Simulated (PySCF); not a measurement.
# C₂H₅B₂N: electronic excitations at several levels of theory, part 1 of 2

How much do the electronic excitations of C₂H₅B₂N (`C#CBBN`) depend on the level of theory, and what does each level cost?

Computed with PySCF 2.14.0, with density-fitted response routines of our own, on a single molecule in the gas phase. Atoms count from 0, in the outputs and in this text.

### 1 The starting structure

10 atoms, charge 0, multiplicity 1; geometry from: PBE0-D3(BJ)/def2-SVP.

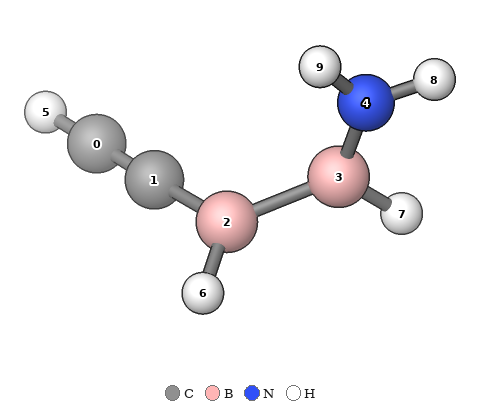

As it starts; carbon grey, boron pink, nitrogen blue, hydrogen white, atoms numbered; sticks join atoms by distance.

### 2 Ultraviolet spectrum: LDA/def2-SVPD

What the job is given:

```
{"job": {"kind": "uv", "xc": "LDA", "basis": "def2-SVPD", "ip": true}, "charge": 0, "multiplicity": 1}
C      2.745008    -0.303312     0.426170
C      1.712808     0.054481    -0.121887
B      0.415360     0.489761    -0.766309
B     -1.060886    -0.264163    -0.435276
N     -1.931250     0.050231     0.603522
H      3.656588    -0.612769     0.906402
H      0.482465     1.377798    -1.592422
H     -1.404830    -1.157698    -1.190423
H     -2.814216    -0.424022     0.743320
H     -1.751527     0.768478     1.292846
```

With the program's defaults for keys left out, this is: TDDFT LDA/def2-SVPD, vertical, gas phase, core orbitals frozen in the response.

Started as:

```bash
$ OMP_NUM_THREADS=1 python probes_run.py task.json out
```

The driver reads the jobs from task.json and runs them one after another.

Output:

```text
coarse grid: 8512 points
cycle   1  E = -181.6120887711  dE =  2.348e-01  |g| = 5.305e-01  |ddm| = 1.053e+01
cycle   2  E = -181.4504356490  dE =  1.617e-01  |g| = 9.342e-01  |ddm| = 2.769e+00
cycle   3  E = -181.6537498807  dE = -2.033e-01  |g| = 3.762e-01  |ddm| = 1.674e+00
cycle   4  E = -181.6932428512  dE = -3.949e-02  |g| = 7.350e-02  |ddm| = 5.512e-01
cycle   5  E = -181.6943189513  dE = -1.076e-03  |g| = 4.124e-02  |ddm| = 1.521e-01
cycle   6  E = -181.6947764468  dE = -4.575e-04  |g| = 7.404e-03  |ddm| = 6.089e-02
cycle   7  E = -181.6947936725  dE = -1.723e-05  |g| = 2.199e-03  |ddm| = 2.218e-02
cycle   8  E = -181.6947952349  dE = -1.562e-06  |g| = 6.302e-04  |ddm| = 5.171e-03
final grid: 82688 points
cycle   9  E = -181.7457447171  dE = -2.763e-05  |g| = 3.975e-03  |ddm| = 8.692e-02
cycle  10  E = -181.7457324916  dE =  1.223e-05  |g| = 8.235e-03  |ddm| = 1.283e-02
cycle  11  E = -181.7457471291  dE = -1.464e-05  |g| = 2.085e-03  |ddm| = 8.527e-03
cycle  12  E = -181.7457482455  dE = -1.116e-06  |g| = 7.876e-04  |ddm| = 3.260e-03
cycle  13  E = -181.7457484065  dE = -1.610e-07  |g| = 1.816e-04  |ddm| = 9.579e-04
cycle  14  E = -181.7457484163  dE = -9.837e-09  |g| = 2.288e-05  |ddm| = 4.143e-04
cycle  15  E = -181.7457484165  dE = -1.393e-10  |g| = 1.137e-05  |ddm| = 8.576e-05
converged SCF energy = -181.7457484165

Static polarisability (au): isotropic 67.027, principal 50.985 57.365 92.730

Singlet excitations
state   eV       nm        f      main configurations
  1   3.0813    402.4   0.00352   H->L 0.99
  2   4.2246    293.5   0.00125   H-1->L 0.88, H-2->L 0.12
  3   4.5235    274.1   0.02712   H-2->L 0.60, H-3->L 0.30, H-1->L 0.08
  4   5.0852    243.8   0.02656   H-3->L 0.42, H->L+1 0.38, H-2->L 0.14
  5   5.4724    226.6   0.06275   H->L+1 0.56, H-3->L 0.18, H->L+3 0.13
  6   5.9947    206.8   0.01506   H-4->L 0.91
  7   6.0493    205.0   0.00086   H->L+2 0.81, H->L+3 0.13
  8   6.4648    191.8   0.00223   H-2->L+1 0.73, H-1->L+1 0.11
  9   6.5647    188.9   0.02481   H-5->L 0.89
 10   6.6929    185.2   0.05252   H-3->L+1 0.81, H->L+3 0.10

Triplet excitations (Tamm-Dancoff, eV): 2.7117 3.8524 4.1436 4.1659
Vertical ionisation energy (delta-SCF) = 9.1910 eV
Vertical electron affinity (delta-SCF) = 0.5173 eV
```

It took 26 s on 1 thread of Arm Neoverse V1, shared host; peak memory 0.38 GiB.

The orbitals next to the gap, with their largest atomic shares:

| orbital | eV | atoms |
| --- | --- | --- |
| HOMO−3 | -7.70 | C1 35 %, C0 30 %, B2 15 % |
| HOMO−2 | -7.49 | C1 29 %, C0 26 %, B3 12 % |
| HOMO−1 | -7.46 | N4 56 %, B3 16 %, B2 6 % |
| HOMO | -6.17 | C0 25 %, C1 19 %, B2 18 % |
| LUMO | -3.27 | B2 38 %, C0 21 %, C1 19 % |
| LUMO+1 | -1.09 | B3 38 %, N4 20 %, B2 14 % |
| LUMO+2 | -0.15 | B3 28 %, H8 13 %, H9 12 % |

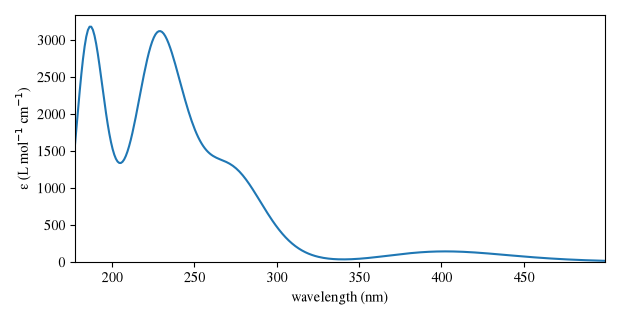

Absorption spectrum: each of the 10 states is a Gaussian band of 0.4 eV half-width at 1/e. Beyond the last state computed it falls off for lack of states.

Further results of this job:

| property | computed |
| --- | --- |
| dipole moment (D) | 2.06 |
| polarisability (Å³) | 9.93 |
| HOMO–LUMO gap (eV) | 2.90 |
| −ε(HOMO) (eV) | 6.17 |

### 3 Excited states and response: PBE/def2-SVPD

Settings changed since step 2:

```diff
@@ -1,2 +1,2 @@
-{"job": {"kind": "uv", "xc": "LDA", "basis": "def2-SVPD", "ip": true}, "charge": 0, "multiplicity": 1}
+{"job": {"kind": "uv", "xc": "PBE", "basis": "def2-SVPD", "ip": true}, "charge": 0, "multiplicity": 1}
 C      2.745008    -0.303312     0.426170
```

Level: TDDFT PBE/def2-SVPD, vertical, gas phase, core orbitals frozen in the response.

Output:

```text
coarse grid: 8512 points
cycle   1  E = -183.1270844479  dE =  2.509e-01  |g| = 5.204e-01  |ddm| = 9.268e+00
cycle   2  E = -182.9756819602  dE =  1.514e-01  |g| = 9.057e-01  |ddm| = 2.678e+00
cycle   3  E = -183.1683343468  dE = -1.927e-01  |g| = 3.649e-01  |ddm| = 1.526e+00
cycle   4  E = -183.2053259446  dE = -3.699e-02  |g| = 6.988e-02  |ddm| = 4.975e-01
cycle   5  E = -183.2063438862  dE = -1.018e-03  |g| = 3.753e-02  |ddm| = 1.404e-01
cycle   6  E = -183.2067254746  dE = -3.816e-04  |g| = 6.857e-03  |ddm| = 5.558e-02
cycle   7  E = -183.2067404986  dE = -1.502e-05  |g| = 2.069e-03  |ddm| = 1.928e-02
cycle   8  E = -183.2067418683  dE = -1.370e-06  |g| = 5.763e-04  |ddm| = 4.421e-03
final grid: 82688 points
cycle   9  E = -183.2411117437  dE = -2.068e-05  |g| = 1.049e-02  |ddm| = 1.133e-01
cycle  10  E = -183.2410468563  dE =  6.489e-05  |g| = 1.967e-02  |ddm| = 3.858e-02
cycle  11  E = -183.2411341332  dE = -8.728e-05  |g| = 4.276e-03  |ddm| = 2.238e-02
cycle  12  E = -183.2411390106  dE = -4.877e-06  |g| = 1.614e-03  |ddm| = 6.212e-03
cycle  13  E = -183.2411397118  dE = -7.012e-07  |g| = 1.816e-04  |ddm| = 1.956e-03
cycle  14  E = -183.2411397198  dE = -8.042e-09  |g| = 5.586e-05  |ddm| = 4.598e-04
cycle  15  E = -183.2411397209  dE = -1.021e-09  |g| = 1.380e-05  |ddm| = 1.235e-04
cycle  16  E = -183.2411397209  dE = -5.582e-11  |g| = 4.268e-06  |ddm| = 3.344e-05
converged SCF energy = -183.2411397209

Static polarisability (au): isotropic 65.961, principal 50.213 56.539 91.132

Singlet excitations
state   eV       nm        f      main configurations
  1   3.1984    387.6   0.00306   H->L 0.99
  2   4.2934    288.8   0.00128   H-1->L 0.99
  3   4.6453    266.9   0.02578   H-2->L 0.49, H-3->L 0.49
  4   5.1147    242.4   0.03253   H-3->L 0.36, H-2->L 0.29, H->L+1 0.29
  5   5.5668    222.7   0.05813   H->L+1 0.64, H->L+3 0.14, H-2->L 0.10
  6   5.9749    207.5   0.00207   H->L+2 0.99
  7   6.1475    201.7   0.01319   H-4->L 0.97
  8   6.5257    190.0   0.00229   H-2->L+1 0.92
  9   6.7018    185.0   0.01933   H-5->L 0.93
 10   6.7437    183.9   0.06457   H->L+4 0.49, H-3->L+1 0.30, H->L+3 0.17

Triplet excitations (Tamm-Dancoff, eV): 2.7470 3.7471 4.1851 4.2122
Vertical ionisation energy (delta-SCF) = 9.0523 eV
Vertical electron affinity (delta-SCF) = 0.3695 eV
```

Wall time 39 s (1 thread of Arm Neoverse V1, shared host); peak memory 0.53 GiB.

In short: HOMO -6.07 eV, LUMO -3.01 eV; lowest singlet 3.20 eV.

### 4 Excited states and response: B3LYP/def2-SVPD

Settings changed since step 3:

```diff
@@ -1,2 +1,2 @@
-{"job": {"kind": "uv", "xc": "PBE", "basis": "def2-SVPD", "ip": true}, "charge": 0, "multiplicity": 1}
+{"job": {"kind": "uv", "xc": "B3LYP", "basis": "def2-SVPD", "ip": true}, "charge": 0, "multiplicity": 1}
 C      2.745008    -0.303312     0.426170
```

Method: TDDFT B3LYP/def2-SVPD, vertical, gas phase, core orbitals frozen in the response.

Output:

```text
coarse grid: 8512 points
cycle   1  E = -183.4280665463  dE =  3.031e-01  |g| = 4.388e-01  |ddm| = 9.487e+00
cycle   2  E = -183.3853387969  dE =  4.273e-02  |g| = 6.066e-01  |ddm| = 2.119e+00
cycle   3  E = -183.4729885210  dE = -8.765e-02  |g| = 1.797e-01  |ddm| = 8.657e-01
cycle   4  E = -183.4811673221  dE = -8.179e-03  |g| = 4.621e-02  |ddm| = 2.528e-01
cycle   5  E = -183.4816447533  dE = -4.774e-04  |g| = 2.047e-02  |ddm| = 7.277e-02
cycle   6  E = -183.4817547943  dE = -1.100e-04  |g| = 2.776e-03  |ddm| = 2.994e-02
cycle   7  E = -183.4817572411  dE = -2.447e-06  |g| = 7.561e-04  |ddm| = 8.666e-03
final grid: 82688 points
cycle   8  E = -183.5150717671  dE = -2.110e-05  |g| = 4.421e-03  |ddm| = 1.164e-01
cycle   9  E = -183.5150647502  dE =  7.017e-06  |g| = 7.003e-03  |ddm| = 1.591e-02
cycle  10  E = -183.5150763890  dE = -1.164e-05  |g| = 1.181e-03  |ddm| = 7.857e-03
cycle  11  E = -183.5150767485  dE = -3.595e-07  |g| = 3.345e-04  |ddm| = 1.626e-03
cycle  12  E = -183.5150767752  dE = -2.671e-08  |g| = 1.062e-04  |ddm| = 4.800e-04
cycle  13  E = -183.5150767781  dE = -2.864e-09  |g| = 2.169e-05  |ddm| = 2.021e-04
cycle  14  E = -183.5150767783  dE = -1.507e-10  |g| = 5.559e-06  |ddm| = 5.309e-05
converged SCF energy = -183.5150767783

Static polarisability (au): isotropic 63.492, principal 49.170 54.934 86.370

Singlet excitations
state   eV       nm        f      main configurations
  1   3.4599    358.3   0.00219   H->L 0.99
  2   5.0663    244.7   0.02564   H-3->L 0.56, H-1->L 0.24, H-2->L 0.15
  3   5.1614    240.2   0.00888   H-2->L 0.83, H-3->L 0.08
  4   5.3331    232.5   0.03766   H-1->L 0.48, H-3->L 0.29, H->L+1 0.14
  5   6.0327    205.5   0.04469   H->L+1 0.75, H->L+3 0.09
  6   6.5827    188.3   0.00307   H->L+2 0.95
  7   6.6801    185.6   0.01657   H-4->L 0.89
  8   7.0007    177.1   0.00087   H-1->L+1 0.77, H-1->L+3 0.15
  9   7.1883    172.5   0.01935   H->L+4 0.76, H->L+3 0.15
 10   7.3835    167.9   0.06160   H-5->L 0.55, H-3->L+1 0.20

Triplet excitations (Tamm-Dancoff, eV): 3.0517 3.9134 4.5766 5.0323
Vertical ionisation energy (delta-SCF) = 9.3491 eV
Vertical electron affinity (delta-SCF) = 0.2721 eV
```

Run time: 57 s. Hardware: 1 thread of Arm Neoverse V1, shared host; peak memory 0.64 GiB.

In short: HOMO -7.10 eV, LUMO -2.27 eV; lowest singlet 3.46 eV.

### 5 TDDFT and polarisability: PBE0/def2-SVPD

Settings changed since step 4:

```diff
@@ -1,2 +1,2 @@
-{"job": {"kind": "uv", "xc": "B3LYP", "basis": "def2-SVPD", "ip": true}, "charge": 0, "multiplicity": 1}
+{"job": {"kind": "uv", "xc": "PBE0", "basis": "def2-SVPD", "ip": true}, "charge": 0, "multiplicity": 1}
 C      2.745008    -0.303312     0.426170
```

Method: TDDFT PBE0/def2-SVPD, vertical, gas phase, core orbitals frozen in the response.

Output:

```text
coarse grid: 8512 points
cycle   1  E = -183.1929252934  dE =  3.196e-01  |g| = 3.966e-01  |ddm| = 7.661e+00
cycle   2  E = -183.1699288860  dE =  2.300e-02  |g| = 5.064e-01  |ddm| = 1.747e+00
cycle   3  E = -183.2304477358  dE = -6.052e-02  |g| = 1.631e-01  |ddm| = 7.080e-01
cycle   4  E = -183.2371699161  dE = -6.722e-03  |g| = 3.804e-02  |ddm| = 2.200e-01
cycle   5  E = -183.2374890529  dE = -3.191e-04  |g| = 1.702e-02  |ddm| = 5.954e-02
cycle   6  E = -183.2375642263  dE = -7.517e-05  |g| = 2.092e-03  |ddm| = 2.387e-02
cycle   7  E = -183.2375656139  dE = -1.388e-06  |g| = 5.472e-04  |ddm| = 6.077e-03
final grid: 82688 points
cycle   8  E = -183.2627125783  dE = -1.890e-05  |g| = 5.751e-03  |ddm| = 6.228e-02
cycle   9  E = -183.2627077233  dE =  4.855e-06  |g| = 7.582e-03  |ddm| = 1.773e-02
cycle  10  E = -183.2627208117  dE = -1.309e-05  |g| = 9.679e-04  |ddm| = 7.956e-03
cycle  11  E = -183.2627210583  dE = -2.466e-07  |g| = 3.624e-04  |ddm| = 1.691e-03
cycle  12  E = -183.2627210890  dE = -3.068e-08  |g| = 1.223e-04  |ddm| = 4.700e-04
cycle  13  E = -183.2627210928  dE = -3.775e-09  |g| = 2.250e-05  |ddm| = 2.460e-04
cycle  14  E = -183.2627210929  dE = -1.721e-10  |g| = 7.689e-06  |ddm| = 7.343e-05
converged SCF energy = -183.2627210929

Static polarisability (au): isotropic 62.780, principal 48.565 54.280 85.496

Singlet excitations
state   eV       nm        f      main configurations
  1   3.4859    355.7   0.00227   H->L 0.98
  2   5.1432    241.1   0.02848   H-3->L 0.63, H-1->L 0.27
  3   5.3385    232.2   0.00876   H-2->L 0.90
  4   5.4144    229.0   0.03766   H-1->L 0.44, H-3->L 0.29, H->L+1 0.13
  5   6.1153    202.7   0.04429   H->L+1 0.74, H->L+3 0.08
  6   6.7360    184.1   0.01263   H-4->L 0.84, H-5->L 0.09
  7   6.8553    180.9   0.01115   H->L+2 0.92
  8   7.1297    173.9   0.00063   H-1->L+1 0.68, H-1->L+3 0.21
  9   7.4372    166.7   0.03244   H->L+4 0.65, H-3->L+1 0.15, H->L+3 0.11
 10   7.5163    165.0   0.05219   H-5->L 0.69

Triplet excitations (Tamm-Dancoff, eV): 3.0026 3.8549 4.5590 5.1542
Vertical ionisation energy (delta-SCF) = 9.3421 eV
Vertical electron affinity (delta-SCF) = 0.3145 eV
```

It took 31 s on 1 thread of Arm Neoverse V1, shared host; peak memory 0.64 GiB.

Key values: HOMO -7.29 eV, LUMO -2.09 eV; lowest singlet 3.49 eV.

### 6 Ultraviolet spectrum: BHandHLYP/def2-SVPD

Settings changed since step 5:

```diff
@@ -1,2 +1,2 @@
-{"job": {"kind": "uv", "xc": "PBE0", "basis": "def2-SVPD", "ip": true}, "charge": 0, "multiplicity": 1}
+{"job": {"kind": "uv", "xc": "BHandHLYP", "basis": "def2-SVPD", "ip": true}, "charge": 0, "multiplicity": 1}
 C      2.745008    -0.303312     0.426170
```

With the program's defaults for keys left out, this is: TDDFT BHandHLYP/def2-SVPD, vertical, gas phase, core orbitals frozen in the response.

Output:

```text
coarse grid: 8512 points
cycle   1  E = -183.3318525393  dE =  4.098e-01  |g| = 3.518e-01  |ddm| = 7.666e+00
cycle   2  E = -183.3477246099  dE = -1.587e-02  |g| = 3.047e-01  |ddm| = 1.583e+00
cycle   3  E = -183.3686305442  dE = -2.091e-02  |g| = 9.439e-02  |ddm| = 4.608e-01
cycle   4  E = -183.3705970861  dE = -1.967e-03  |g| = 3.996e-02  |ddm| = 1.755e-01
cycle   5  E = -183.3710005526  dE = -4.035e-04  |g| = 1.012e-02  |ddm| = 8.027e-02
cycle   6  E = -183.3710271388  dE = -2.659e-05  |g| = 1.485e-03  |ddm| = 1.588e-02
cycle   7  E = -183.3710282100  dE = -1.071e-06  |g| = 4.849e-04  |ddm| = 4.805e-03
final grid: 82688 points
cycle   8  E = -183.3933033530  dE = -1.082e-05  |g| = 2.251e-03  |ddm| = 6.663e-02
cycle   9  E = -183.3933034072  dE = -5.419e-08  |g| = 2.373e-03  |ddm| = 8.977e-03
cycle  10  E = -183.3933046811  dE = -1.274e-06  |g| = 2.420e-04  |ddm| = 2.354e-03
cycle  11  E = -183.3933046931  dE = -1.203e-08  |g| = 1.813e-04  |ddm| = 5.524e-04
cycle  12  E = -183.3933047025  dE = -9.384e-09  |g| = 5.728e-05  |ddm| = 2.811e-04
cycle  13  E = -183.3933047037  dE = -1.148e-09  |g| = 1.278e-05  |ddm| = 1.101e-04
cycle  14  E = -183.3933047039  dE = -2.248e-10  |g| = 5.214e-06  |ddm| = 7.308e-05
converged SCF energy = -183.3933047039

Static polarisability (au): isotropic 60.524, principal 47.577 52.727 81.268

Singlet excitations
state   eV       nm        f      main configurations
  1   3.7115    334.1   0.00149   H->L 0.95
  2   5.4593    227.1   0.05234   H-1->L 0.57, H-3->L 0.20
  3   5.5803    222.2   0.01205   H-3->L 0.60, H-1->L 0.16
  4   6.3124    196.4   0.00547   H-2->L 0.87
  5   6.5126    190.4   0.03336   H->L+2 0.44, H->L+1 0.23, H-3->L+2 0.12
  6   7.0119    176.8   0.00097   H-1->L+5 0.27, H-1->L+4 0.22, H-1->L+2 0.16
  7   7.2897    170.1   0.00864   H-4->L 0.57, H-5->L 0.16
  8   7.3599    168.5   0.02976   H->L+1 0.57, H->L+2 0.14, H->L+3 0.11
  9   7.8413    158.1   0.01123   H->L+3 0.61, H->L+2 0.12
 10   7.9974    155.0   0.52289   H->L+4 0.37, H-1->L 0.16, H->L+5 0.09

Triplet excitations (Tamm-Dancoff, eV): 3.2989 3.9929 4.8879 5.3010
Vertical ionisation energy (delta-SCF) = 9.4959 eV
```

It took 41 s on 1 thread of Arm Neoverse V1, shared host; peak memory 0.64 GiB.

Key values: HOMO -8.43 eV, LUMO -1.05 eV; lowest singlet 3.71 eV.

### 7 Ultraviolet spectrum: CAM-B3LYP/def2-SVPD

Settings changed since step 6:

```diff
@@ -1,2 +1,2 @@
-{"job": {"kind": "uv", "xc": "BHandHLYP", "basis": "def2-SVPD", "ip": true}, "charge": 0, "multiplicity": 1}
+{"job": {"kind": "uv", "xc": "CAM-B3LYP", "basis": "def2-SVPD", "ip": true}, "charge": 0, "multiplicity": 1}
 C      2.745008    -0.303312     0.426170
```

Level: TDDFT CAM-B3LYP/def2-SVPD, vertical, gas phase, core orbitals frozen in the response.

Output:

```text
coarse grid: 8512 points
cycle   1  E = -183.3168186808  dE =  3.971e-01  |g| = 3.703e-01  |ddm| = 9.056e+00
cycle   2  E = -183.3262560673  dE = -9.437e-03  |g| = 3.624e-01  |ddm| = 1.683e+00
cycle   3  E = -183.3554063461  dE = -2.915e-02  |g| = 8.500e-02  |ddm| = 5.037e-01
cycle   4  E = -183.3569124805  dE = -1.506e-03  |g| = 3.869e-02  |ddm| = 1.892e-01
cycle   5  E = -183.3572730511  dE = -3.606e-04  |g| = 1.272e-02  |ddm| = 8.480e-02
cycle   6  E = -183.3573131693  dE = -4.012e-05  |g| = 1.568e-03  |ddm| = 2.149e-02
cycle   7  E = -183.3573141696  dE = -1.000e-06  |g| = 5.063e-04  |ddm| = 6.923e-03
final grid: 82688 points
cycle   8  E = -183.3915432297  dE = -1.895e-05  |g| = 3.019e-03  |ddm| = 8.829e-02
cycle   9  E = -183.3915428490  dE =  3.807e-07  |g| = 3.487e-03  |ddm| = 1.235e-02
cycle  10  E = -183.3915454735  dE = -2.624e-06  |g| = 2.837e-04  |ddm| = 3.309e-03
cycle  11  E = -183.3915454891  dE = -1.565e-08  |g| = 1.937e-04  |ddm| = 6.822e-04
cycle  12  E = -183.3915454981  dE = -9.002e-09  |g| = 7.505e-05  |ddm| = 3.155e-04
cycle  13  E = -183.3915454997  dE = -1.535e-09  |g| = 1.132e-05  |ddm| = 1.209e-04
cycle  14  E = -183.3915454998  dE = -1.129e-10  |g| = 4.642e-06  |ddm| = 6.078e-05
converged SCF energy = -183.3915454998

Static polarisability (au): isotropic 61.947, principal 48.526 53.963 83.352

Singlet excitations
state   eV       nm        f      main configurations
  1   3.5923    345.1   0.00179   H->L 0.96
  2   5.3229    232.9   0.03470   H-3->L 0.52, H-1->L 0.33
  3   5.4951    225.6   0.03567   H-1->L 0.44, H-3->L 0.32
  4   5.9646    207.9   0.00468   H-2->L 0.90
  5   6.2937    197.0   0.03114   H->L+2 0.40, H->L+1 0.29, H-3->L+2 0.10
  6   6.9768    177.7   0.01244   H-4->L 0.63, H-5->L 0.15
  7   7.1474    173.5   0.00428   H-1->L+4 0.23, H-1->L+5 0.17, H-1->L+1 0.15
  8   7.1657    173.0   0.01941   H->L+1 0.50, H->L+2 0.19, H->L+3 0.10
  9   7.6658    161.7   0.00887   H->L+3 0.60, H-3->L+1 0.11, H->L+2 0.11
 10   7.8389    158.2   0.25571   H->L+4 0.28, H-2->L+1 0.17, H-5->L 0.10

Triplet excitations (Tamm-Dancoff, eV): 3.1719 3.9850 4.7578 5.3104
Vertical ionisation energy (delta-SCF) = 9.5617 eV
Vertical electron affinity (delta-SCF) = 0.2320 eV
```

It took 37 s on 1 thread of Arm Neoverse V1, shared host; peak memory 0.68 GiB.

Key values: HOMO -8.65 eV, LUMO -0.98 eV; lowest singlet 3.59 eV.

### 8 Ultraviolet spectrum: wB97X-D/def2-SVPD

Settings changed since step 7:

```diff
@@ -1,2 +1,2 @@
-{"job": {"kind": "uv", "xc": "CAM-B3LYP", "basis": "def2-SVPD", "ip": true}, "charge": 0, "multiplicity": 1}
+{"job": {"kind": "uv", "xc": "wB97X-D", "basis": "def2-SVPD", "ip": true}, "charge": 0, "multiplicity": 1}
 C      2.745008    -0.303312     0.426170
```

Method: TDDFT wB97X-D/def2-SVPD, vertical, gas phase, core orbitals frozen in the response.

Output:

```text
coarse grid: 8512 points
cycle   1  E = -183.3702693215  dE =  4.196e-01  |g| = 3.621e-01  |ddm| = 7.401e+00
cycle   2  E = -183.3884761835  dE = -1.821e-02  |g| = 3.083e-01  |ddm| = 1.438e+00
cycle   3  E = -183.4091049362  dE = -2.063e-02  |g| = 6.798e-02  |ddm| = 4.449e-01
cycle   4  E = -183.4101276613  dE = -1.023e-03  |g| = 3.321e-02  |ddm| = 2.038e-01
cycle   5  E = -183.4104089081  dE = -2.812e-04  |g| = 1.056e-02  |ddm| = 8.393e-02
cycle   6  E = -183.4104375635  dE = -2.866e-05  |g| = 1.644e-03  |ddm| = 1.885e-02
cycle   7  E = -183.4104389830  dE = -1.420e-06  |g| = 5.044e-04  |ddm| = 8.746e-03
final grid: 82688 points
cycle   8  E = -183.4365834534  dE = -5.210e-05  |g| = 5.509e-03  |ddm| = 1.359e-01
cycle   9  E = -183.4365841772  dE = -7.238e-07  |g| = 5.593e-03  |ddm| = 1.981e-02
cycle  10  E = -183.4365906809  dE = -6.504e-06  |g| = 4.127e-04  |ddm| = 4.786e-03
cycle  11  E = -183.4365907565  dE = -7.562e-08  |g| = 2.719e-04  |ddm| = 1.829e-03
cycle  12  E = -183.4365907798  dE = -2.329e-08  |g| = 1.244e-04  |ddm| = 5.589e-04
cycle  13  E = -183.4365907856  dE = -5.860e-09  |g| = 2.919e-05  |ddm| = 2.310e-04
cycle  14  E = -183.4365907868  dE = -1.123e-09  |g| = 9.968e-06  |ddm| = 1.908e-04
cycle  15  E = -183.4365907869  dE = -9.840e-11  |g| = 3.313e-06  |ddm| = 4.229e-05
converged SCF energy = -183.4365907869

Static polarisability (au): isotropic 62.273, principal 48.913 54.339 83.567

Singlet excitations
state   eV       nm        f      main configurations
  1   3.6631    338.5   0.00189   H->L 0.96
  2   5.3954    229.8   0.03996   H-3->L 0.43, H-1->L 0.41
  3   5.5426    223.7   0.03019   H-3->L 0.41, H-1->L 0.36
  4   6.0215    205.9   0.00492   H-2->L 0.90
  5   6.3696    194.6   0.03539   H->L+1 0.52, H->L+2 0.16, H-3->L+1 0.10
  6   7.0370    176.2   0.01393   H-4->L 0.66, H-5->L 0.15
  7   7.2135    171.9   0.00043   H-1->L+4 0.36, H-1->L+1 0.32, H-1->L+5 0.09
  8   7.3676    168.3   0.03529   H->L+2 0.45, H->L+1 0.27, H->L+3 0.12
  9   7.8756    157.4   0.10998   H->L+3 0.35, H->L+4 0.19, H-5->L 0.12
 10   7.9430    156.1   0.39105   H->L+4 0.20, H->L+2 0.15, H->L+3 0.11

Triplet excitations (Tamm-Dancoff, eV): 3.2794 4.0992 4.8781 5.4195
Vertical ionisation energy (delta-SCF) = 9.4944 eV
Vertical electron affinity (delta-SCF) = 0.1562 eV
```

Wall time 35 s (1 thread of Arm Neoverse V1, shared host); peak memory 0.66 GiB.

In short: HOMO -9.15 eV, LUMO -0.23 eV; lowest singlet 3.66 eV.

(Continued in part 2 of 2.)
